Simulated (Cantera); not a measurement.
Charge: 1 mol C6H6, 0.013 mol O2, equilibrated at 1000 Pa.

Equilibrium computed with Cantera from the NASA thermochemical tables; the gas is ideal and each condensed phase is pure. Candidate condensed phases: C, C6H6, C7H8, C8H18, H2O; 110 gas species. Kinetics and transport are ignored.

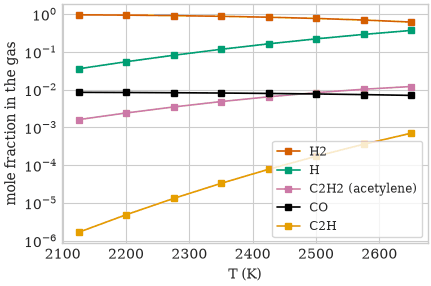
Equilibrium gas composition (values under 1e-9 drawn at 1e-9)

Problem. Read off the mole fractions at 2125 K.

Solution. H2 about 0.95, H about 0.035, CO about 0.0084, C2H2 (acetylene) about 0.0016, C2H about 1.7e-6.
